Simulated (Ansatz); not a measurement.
## Single-point calculation of Na4O2

System: Na4O2.
Method: RKS PBE0-D4/def2-TZVP (Ansatz 0.2.0).

The geometry comes from this level: r2SCAN-D4/def2-SVP. Figures and captions count atoms from 1; the log counts them from 0 in places.

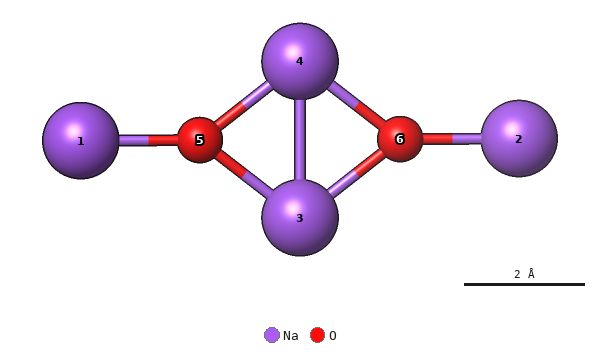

The input geometry (ball-and-stick view, seen at a tilt; atoms are numbered from 1 in the order of the input). Sticks mark near contacts. Bond lengths as drawn: Na–Na 2.62 Å and Na–O 2.00 to 2.14 Å.

### The input
```yaml
crystal:
  periodic: [false, false, false]
  atoms:
    - {symbol: Na, position_ang: [2.741199, -0.810488, 2.338771]}
    - {symbol: Na, position_ang: [-2.749399, 0.807618, -2.330210]}
    - {symbol: Na, position_ang: [-0.002417, -1.239862, -0.426800]}
    - {symbol: Na, position_ang: [0.007135, 1.241544, 0.421855]}
    - {symbol: O, position_ang: [1.260051, -0.368451, 1.063035]}
    - {symbol: O, position_ang: [-1.256580, 0.369640, -1.066651]}
basis:
  gaussian: {orbitals: def2-TZVP, initial_orbitals: start.molden}
hamiltonian: {xc: pbe0, dispersion: d4}
scf: {omitted_lower_state_checks: [starts]}
output: {forces: true, orbitals: {seedname: orbitals}}
```

Run on 4 threads of Arm Neoverse V2, 95 GiB of memory available, shared host.

Launched with:
```bash
ansatz run in.yaml --threads 4 --pin off --events-out ev --progress --plain --max-ram 3916MiB
```

### The program's output
```
Functional definition: PBE0
  name "PBE0"
  cite "Adamo & Barone, J. Chem. Phys. 110, 6158 (1999) doi:10.1063/1.478522"
  cite "Perdew, Burke & Ernzerhof, Phys. Rev. Lett. 77, 3865 (1996) doi:10.1103/PhysRevLett.77.3865"
  parent pbe
  parameter a = 0.25
  parameter kappa = 0.804
  parameter beta = 0.06672455060314922
  exchange = (1 - a)*pbe_x(kappa = kappa, mu = beta*pi^2/3) + a*exact_x
  correlation = pbe_c(beta = beta)
these checks for a lower state are left out or cut short: starts
1446 factors; their error is unknown
mean field evaluation 1: about -21743.2030 eV, gradient 1.4e2 eV
mean field evaluation 2: about -21746.0889 eV, gradient 3.4e0 eV
mean field evaluation 4: about -21746.2617 eV, gradient 1.7e-1 eV
mean field evaluation 8: about -21746.2619 eV, gradient 1.4e-5 eV
mean field -21746.26186852 eV, -799.1603835226 hartree, gradient 1.4e-5 eV, S^2 0.000000; 0 other end points of the search recorded, 0 dependent functions left out
the calculation of the forces begins
reference -21746.26191436 eV, -799.1603852069 hartree; 30, 30 occupied and 160, 160 virtual orbitals, 1446 factors
Total energy: -21746.36781678 eV, -799.1642770492 hartree
Atom 0 at     2.741199    -0.810488     2.338771 Å, force    -0.133336     0.040147    -0.115872 eV/Å
Atom 1 at    -2.749399     0.807618    -2.330210 Å, force     0.135319    -0.039714     0.114531 eV/Å
Atom 2 at    -0.002417    -1.239862    -0.426800 Å, force    -0.000059     0.030249     0.010478 eV/Å
Atom 3 at     0.007135     1.241544     0.421855 Å, force    -0.000166    -0.030533    -0.010189 eV/Å
Atom 4 at     1.260051    -0.368451     1.063035 Å, force     0.165745    -0.049630     0.143680 eV/Å
Atom 5 at    -1.256580     0.369640    -1.066651 Å, force    -0.167503     0.049481    -0.142629 eV/Å
Dipole moment:    -0.006333    -0.002173     0.006587 e Å
Checks for a lower state left out: starts
```

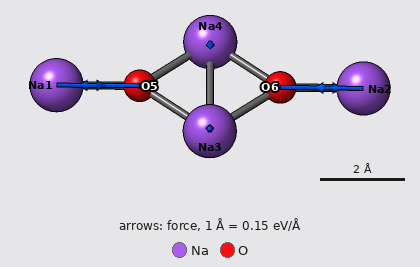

Forces on the atoms as blue arrows (ball-and-stick view, seen at a tilt; atoms are numbered from 1 in the order of the input). The largest act on O5, O6 (0.23 eV/Å); Na1, Na2 (0.18 eV/Å). The geometry is not a stationary point of this energy.

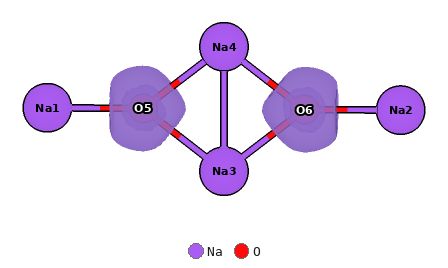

Isosurface of the electron localisation function at 0.75 (purple), seen face on. Core shells and regions of very low density are left out. Values along the shortest contacts: Na–O (2.00 Å): the ELF peaks at about 0.85 in the valence shell of O, 0.6 Å from its nucleus, and is about 0.15 at the midpoint. Na–Na (2.62 Å): the ELF is about 0 at the midpoint.

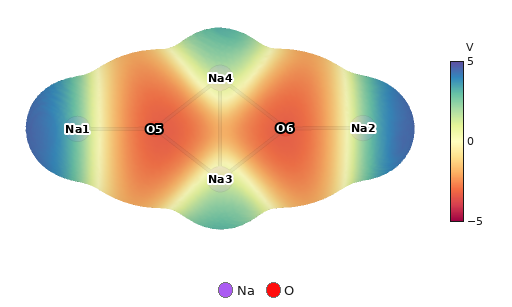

The molecular electrostatic potential painted on the density surface at 0.002 e/bohr³, seen face on; red is negative and blue positive.

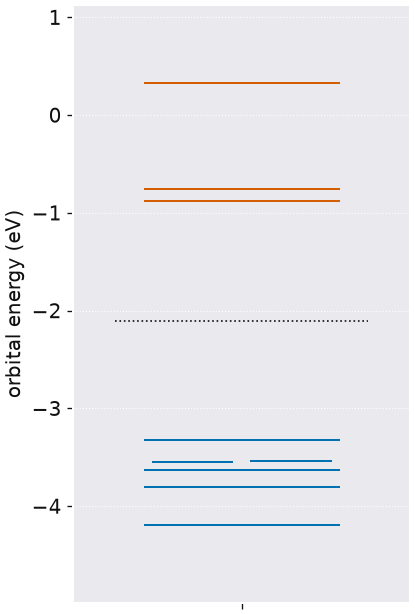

Orbital energies near the frontier; the dotted line parts filled from empty levels, and levels within 0.02 eV of each other stand side by side. Highest filled −3.32 eV, lowest empty −0.88 eV, 2.44 eV apart.

### Results in brief

| quantity | value |
| --- | --- |
| outcome | converged |
| total energy | −21746.3678 eV |
| mean-field energy | −21746.2619 eV |
| dispersion energy | −0.1059 eV |
| SCF solution under orbital rotations | stable |
| HOMO | −3.32 eV |
| LUMO | −0.88 eV |
| largest force (length of the vector) | 0.225 eV/Å |
| dipole moment | 0.05 D |
| wall time | 4.1 s (CPU time 15 s) |
| peak memory | 0.58 GiB |
